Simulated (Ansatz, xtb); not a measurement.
# SnSiH3Cl2F (SMILES [F][Sn]([SiH3])([Cl])[Cl]): methods side by side

SnSiH3Cl2F: 8 atoms, total charge 0, spin state singlet. SMILES: `[F][Sn]([SiH3])([Cl])[Cl]`. The shape is that of a PBE0-D4/def2-TZVP optimisation.

```xyz
8

F    -1.9183    1.6315    0.2765
Sn   -0.7038    0.5132   -0.6864
Si    0.9208   -0.6621    0.9134
Cl   -2.0777   -0.9014   -1.8895
Cl    0.2899    1.9419   -2.2054
H     1.8033   -1.5058    0.0758
H     0.1014   -1.4727    1.8424
H     1.6766    0.3984    1.6175
```

Quantity: the dipole moment, in D. The values are calculated.

```tsv
level	kind	program	value (D)	CPU time
GFN2-xTB	semi-empirical	xtb	7.47	under 2 s
GFN0-xTB	semi-empirical	xtb	6.96	under 2 s
GFN1-xTB	semi-empirical	xtb	8.01	under 2 s
HF/def2-SVP (core potential)	Hartree–Fock	Ansatz	4.71	9.7 s
B3LYP/def2-SVP (core potential)	global hybrid	Ansatz	4.27	22 s
PBE0/def2-SVP (core potential)	global hybrid	Ansatz	4.33	22 s
MP2/def2-SVP (core potential)	perturbation theory	Ansatz	4.12	24 s
```

The values span 4.12 to 8.01 D. In the correlated wave-function rows the outer d shell of Sn is correlated, in sets not made for it. CPU times are rough (shared hosts, several kinds of processor): they show what a rung costs within a factor of a few.

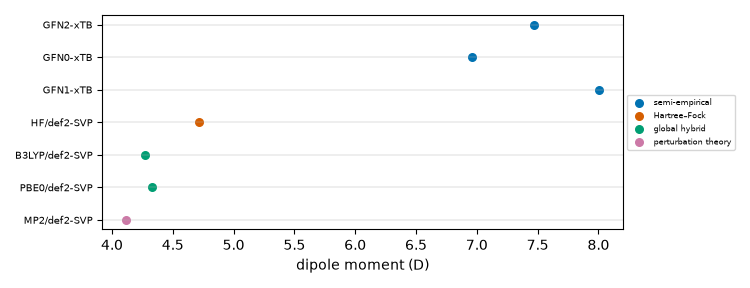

The values of the table, level by level.
